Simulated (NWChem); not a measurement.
**CH3Cl (SMILES CCl): levels of theory compared**

Aim: a comparison of 4 runs (HF/STO-3G, HF/3-21G, B3LYP/6-31G*) of CH3Cl. 

The calculation is run with NWChem 7.3.0.

2 further runs of the same task are left out: 2 that didn't finish.

## (1) The system as given

CH3Cl has 5 atoms, charge 0, and is taken as a singlet. SMILES: `CCl`. Geometry: relaxed at PBE0-D4/def2-TZVP.

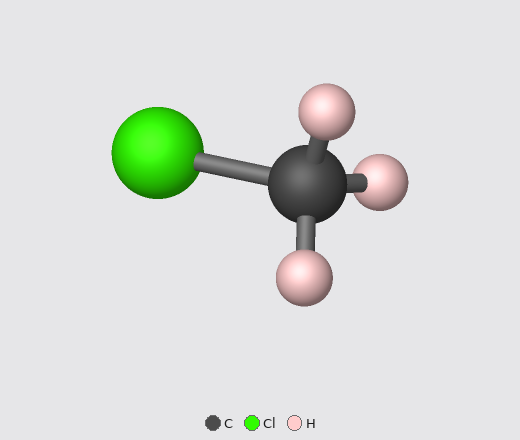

The structure, seen from a chosen angle (carbon dark grey, chlorine green, hydrogen pink).

## (2) Energy and gradient at HF/STO-3G (run 1)

Contents of input.nw:

```
start input
title "CH3Cl"
memory stack 880 mb heap 220 mb global 1100 mb

geometry units bohr noautosym nocenter noautoz
  C     -0.22846789     0.01889726     0.09694295
  Cl     2.77676357    -0.54953236    -1.27084082
  H     -0.53819400    -1.35191007     1.59625166
  H     -1.66295899    -0.18349241    -1.36079178
  H     -0.25284536     1.92695373     0.86001436
end

basis spherical bse
  C library STO-3G
  Cl library STO-3G
  H library STO-3G
end

scf
  thresh 1e-08
  maxiter 80
  print low
end

task scf gradient
```

The run is started by

```console
nwchem input.nw > input.out
```

The program printed:

```text
[...]
  functions       =    17
[...]
  wavefunction    = RHF
[...]
         Total SCF energy =   -493.722436300956
      One-electron energy =   -784.522254207845
      Two-electron energy =    239.261530782796
 Nuclear repulsion energy =     51.538287124093
        Time for solution =      0.1s
[...]
                         RHF ENERGY GRADIENTS
    atom               coordinates                        gradient
                 x          y          z           x          y          z
   1 C      -0.228468   0.018897   0.096943    0.015537  -0.003001  -0.006993
   2 Cl      2.776764  -0.549532  -1.270841   -0.020433   0.003873   0.009298
   3 H      -0.538194  -1.351910   1.596252    0.001674  -0.000449  -0.000639
   4 H      -1.662959  -0.183492  -1.360792    0.001514  -0.000343  -0.000974
   5 H      -0.252845   1.926954   0.860014    0.001708  -0.000080  -0.000692
 Task  times  cpu:        0.2s     wall:        0.2s
 Total times  cpu:        0.2s     wall:        0.2s
```

It took 0.68 s on 1 thread of AMD EPYC 9R45 (Zen 5), shared host; peak memory 0.1 GiB.

## (3) Energy and gradient at HF/3-21G (run 2)

Contents of test.nw:

```
start test
memory total 2200 mb

geometry noautosym nocenter noautoz
  C    -0.120900    0.010000    0.051300
  Cl    1.469400   -0.290800   -0.672500
  H    -0.284800   -0.715400    0.844700
  H    -0.880000   -0.097100   -0.720100
  H    -0.133800    1.019700    0.455100
end

basis spherical bse
  * library 3-21G
end

scf
  thresh 1e-08
  maxiter 80
end

task scf gradient
```

The run is started by

```console
nwchem test.nw > test.out
```

The program printed:

```text
[...]
  functions       =    28
[...]
  wavefunction    = RHF
[...]
         Total SCF energy =   -496.684491502021
      One-electron energy =   -787.661559689452
      Two-electron energy =    239.438777300701
 Nuclear repulsion energy =     51.538290886730
        Time for solution =      0.2s
[...]
                         RHF ENERGY GRADIENTS
    atom               coordinates                        gradient
                 x          y          z           x          y          z
   1 C      -0.228468   0.018897   0.096943    0.047759  -0.009082  -0.021679
   2 Cl      2.776763  -0.549532  -1.270841   -0.040216   0.007614   0.018303
   3 H      -0.538194  -1.351910   1.596252   -0.001349  -0.005646   0.006219
   4 H      -1.662959  -0.183492  -1.360792   -0.006031  -0.000823  -0.006032
   5 H      -0.252845   1.926954   0.860014   -0.000163   0.007937   0.003190
[...]
```

Wall time 0.76 s (1 thread of AMD EPYC 9R45 (Zen 5), shared host); peak memory 0.099 GiB.

Run 3 isn't shown in full; the table further down has it.

## (4) Energy and forces at B3LYP/6-31G(d) (Cartesian functions) (run 4)

Contents of test.xyz:

```xyz
5

C     -0.120900     0.010000     0.051300
Cl     1.469400    -0.290800    -0.672500
H     -0.284800    -0.715400     0.844700
H     -0.880000    -0.097100    -0.720100
H     -0.133800     1.019700     0.455100
```

Contents of test.nw:

```
start test
memory total 2200 mb

geometry noautosym nocenter noautoz
 load format xyz test.xyz
end

basis cartesian
 C library 6-31G*
 Cl library 6-31G*
 H library 6-31G*
end

dft
 xc b3lyp
 grid xfine
 convergence energy 1e-08
 maxiter 100
 mulliken
end

task dft gradient
```

The run is started by

```console
nwchem test.nw > test.out
```

The program printed:

```text
[...]
          Wavefunction type:  closed shell.
          No. of atoms     :     5
          No. of electrons :    26
[...]
          Charge           :     0
          Spin multiplicity:     1
[...]
          AO basis - number of functions:    40
[...]
              XC Information
              --------------
                         B3LYP Method XC Potential
                     Hartree-Fock (Exact) Exchange  0.200
                        Slater Exchange Functional  0.800 local
                    Becke 1988 Exchange Functional  0.720 non-local
              Lee-Yang-Parr Correlation Functional  0.810
                  VWN I RPA Correlation Functional  0.190 local
[...]
 d= 0,ls=0.0,diis     1   -500.0784832680 -5.52D+02  1.73D-02  3.57D-01     0.5
[...]
 d= 0,ls=0.0,diis     8   -500.1081619891 -6.19D-10  1.45D-07  2.64D-11     3.2
         Total DFT energy =     -500.108161989054
      One electron energy =     -790.710824464866
           Coulomb energy =      273.859234216230
    Exchange-Corr. energy =      -34.794862627149
 Nuclear repulsion energy =       51.538290886730
[...]
      Total Density - Mulliken Population Analysis
     ---------------------------------------------
    Atom       Charge   Shell Charges
 -----------   ------   -------------------------------------------------------
    1 C    6     6.52   1.99  0.69  2.08  0.70  1.02  0.04
    2 Cl  17    17.08   2.00  1.99  5.97  1.46  3.60  0.54  1.54 -0.02
    3 H    1     0.80   0.53  0.27
    4 H    1     0.80   0.53  0.27
    5 H    1     0.80   0.53  0.27
[...]
  wavefunction    = closed shell
                         DFT ENERGY GRADIENTS
    atom               coordinates                        gradient
                 x          y          z           x          y          z
   1 C      -0.228468   0.018897   0.096943    0.007131  -0.001394  -0.003190
   2 Cl      2.776763  -0.549532  -1.270841   -0.011633   0.002207   0.005293
   3 H      -0.538194  -1.351910   1.596252    0.001260   0.001051  -0.001801
   4 H      -1.662959  -0.183492  -1.360792    0.002234  -0.000005   0.000823
   5 H      -0.252845   1.926954   0.860014    0.001008  -0.001860  -0.001125
[...]
```

Run time: 4.5 s. Hardware: 1 thread of AMD EPYC 9R45 (Zen 5), shared host; peak memory 0.12 GiB.

## (5) All runs side by side

```
run                               level  iteration cap  module  energy (Eh)  largest force (eV/Å)  wall time
  1                           HF/STO-3G             80     scf  -493.722436                 1.171     0.68 s
  2                            HF/3-21G             80     scf  -496.684492                 2.737     0.76 s
  3  B3LYP/6-31G* (spherical functions)            100     dft  -500.104043                 0.658      4.5 s
  4  B3LYP/6-31G* (Cartesian functions)            100     dft  -500.108162                 0.667      4.5 s
```

## (6) Results

| quantity | value |
| --- | --- |
| run 4: total energy | -500.10816 Eh |
| run 4: dipole moment | 2.01 D |
| run 4: HOMO energy | -8.05 eV |
| run 4: LUMO energy | 0.98 eV |
| run 4: HOMO–LUMO gap | 9.03 eV |
| run 4: largest force on an atom | 0.667 eV/Å |

In words: Over runs 2, 3, 4 the dipole moment (its size) runs from 2.01 D (B3LYP/6-31G*) to 2.45 D (HF/3-21G). The two ends differ in method and basis. Over runs 2, 3, 4 the HOMO–LUMO gap runs from 9.03 eV (B3LYP/6-31G*) to 17.52 eV (HF/3-21G). In run 1 the basis is minimal, so the values are rough. All runs together took 10 s, the longest 4.5 s.
